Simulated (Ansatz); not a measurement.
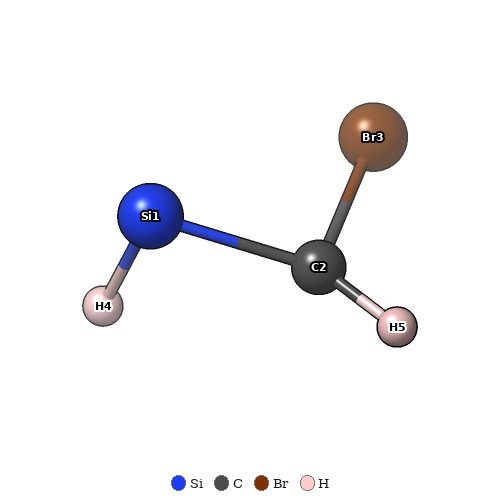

The system is CH2BrSi, SMILES [SiH+]=CBr, charge +1; the picture shows the reference structure. The first coordinate is: bond length Si1–H4; the second: angle H4–Si1–Br3. Nothing is relaxed (all other coordinates rigid). The grid has 15 × 15 points. All energies are given in kJ/mol relative to the lowest grid point. All numbers below come from RKS SPW92 (LDA)/def2-TZVP (Ansatz 0.2.0).

Its coordinates:

```xyz
5

Si   -0.5022    1.1537   -0.3970
C     0.1441   -0.1994    0.5664
Br    1.6404   -0.5174   -0.4548
H    -1.3847    0.2616   -1.2606
H     0.1024   -0.6986    1.5459
```

Range: bond length Si1–H4 from 1.340 to 1.904 Å; angle H4–Si1–Br3 from 69.9 to 119.9°.

> What landscape does the calculation give?

The lowest grid point is at bond length Si1–H4 = 1.542 Å, angle H4–Si1–Br3 = 94.9°. It is the only kind of minimum in the scanned range. The highest grid point, bond length Si1–H4 = 1.904 Å, angle H4–Si1–Br3 = 119.9°, lies 75.9 kJ/mol above the lowest. Round the minimum the two coordinates are weakly coupled (coupling 0.10 in units of the two stiffnesses).

| angle H4–Si1–Br3 ↓, bond length Si1–H4 → | 1.340 | 1.381 | 1.421 | 1.461 | 1.502 | 1.542 | 1.582 | 1.622 | 1.663 | 1.703 | 1.743 | 1.783 | 1.824 | 1.864 | 1.904 |
| --- | --- | --- | --- | --- | --- | --- | --- | --- | --- | --- | --- | --- | --- | --- | --- |
| 119.9 | 42.2 | 29.0 | 20.3 | 15.3 | 13.1 | 13.6 | 16.0 | 20.2 | 25.9 | 32.5 | 40.1 | 48.3 | 57.3 | 66.5 | 75.9 |
| 116.3 | 39.0 | 25.7 | 17.1 | 11.9 | 9.8 | 10.2 | 12.6 | 16.7 | 22.3 | 29.0 | 36.5 | 44.7 | 53.7 | 62.9 | 72.3 |
| 112.7 | 36.3 | 23.0 | 14.3 | 9.1 | 6.9 | 7.2 | 9.6 | 13.7 | 19.3 | 25.9 | 33.4 | 41.6 | 50.5 | 59.7 | 69.1 |
| 109.1 | 34.2 | 20.8 | 12.0 | 6.7 | 4.4 | 4.7 | 7.0 | 11.1 | 16.6 | 23.2 | 30.6 | 38.8 | 47.7 | 56.8 | 66.2 |
| 105.6 | 32.6 | 19.1 | 10.3 | 4.9 | 2.6 | 2.8 | 5.0 | 9.0 | 14.5 | 21.0 | 28.4 | 36.5 | 45.4 | 54.4 | 63.8 |
| 102.0 | 31.6 | 18.0 | 9.0 | 3.6 | 1.2 | 1.3 | 3.5 | 7.3 | 12.8 | 19.2 | 26.5 | 34.6 | 43.4 | 52.4 | 61.7 |
| 98.4 | 31.1 | 17.4 | 8.4 | 2.9 | 0.3 | 0.4 | 2.4 | 6.2 | 11.5 | 17.9 | 25.1 | 33.1 | 41.9 | 50.8 | 60.1 |
| 94.9 | 31.3 | 17.5 | 8.4 | 2.7 | 0.1 | 0.0 | 2.0 | 5.7 | 10.9 | 17.2 | 24.3 | 32.2 | 40.9 | 49.8 | 59.0 |
| 91.3 | 32.2 | 18.3 | 9.0 | 3.3 | 0.5 | 0.3 | 2.1 | 5.7 | 10.8 | 17.0 | 24.0 | 31.8 | 40.4 | 49.2 | 58.4 |
| 87.7 | 33.9 | 19.8 | 10.4 | 4.5 | 1.6 | 1.2 | 3.0 | 6.4 | 11.4 | 17.4 | 24.4 | 32.1 | 40.6 | 49.3 | 58.3 |
| 84.1 | 36.4 | 22.1 | 12.5 | 6.5 | 3.4 | 3.0 | 4.6 | 7.9 | 12.7 | 18.6 | 25.5 | 33.1 | 41.5 | 50.1 | 59.0 |
| 80.6 | 39.6 | 25.2 | 15.5 | 9.3 | 6.1 | 5.5 | 6.9 | 10.1 | 14.8 | 20.6 | 27.3 | 34.8 | 43.1 | 51.6 | 60.5 |
| 77.0 | 44.0 | 29.4 | 19.5 | 13.2 | 9.8 | 9.0 | 10.3 | 13.3 | 17.9 | 23.6 | 30.2 | 37.5 | 45.7 | 54.1 | 62.9 |
| 73.4 | 49.5 | 34.8 | 24.7 | 18.2 | 14.6 | 13.6 | 14.8 | 17.7 | 22.1 | 27.6 | 34.1 | 41.3 | 49.4 | 57.7 | 66.4 |
| 69.9 | 56.0 | 41.1 | 30.9 | 24.2 | 20.4 | 19.3 | 20.3 | 23.0 | 27.3 | 32.7 | 39.0 | 46.2 | 54.1 | 62.4 | 71.0 |

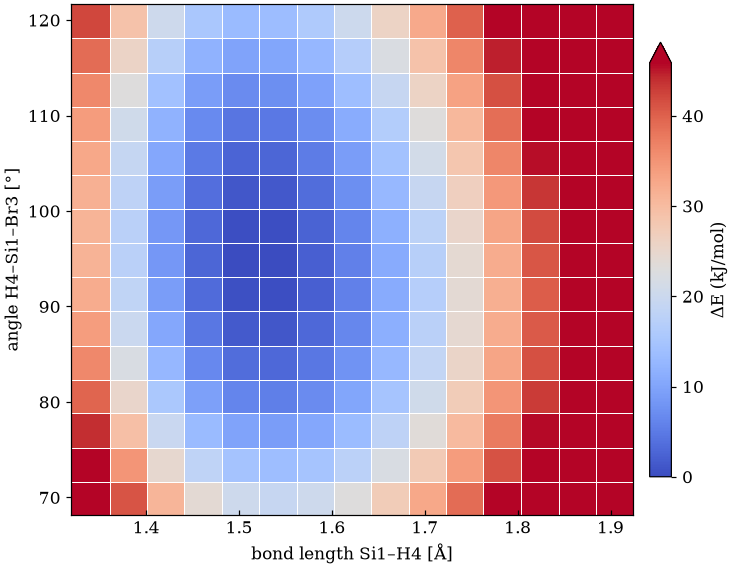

The picture shows one coloured cell a grid point, one colour for all values above the top of the scale.

Time for the 225 points that were run: 8.9 min on 1 thread of Arm Neoverse V2, with other jobs on the host.
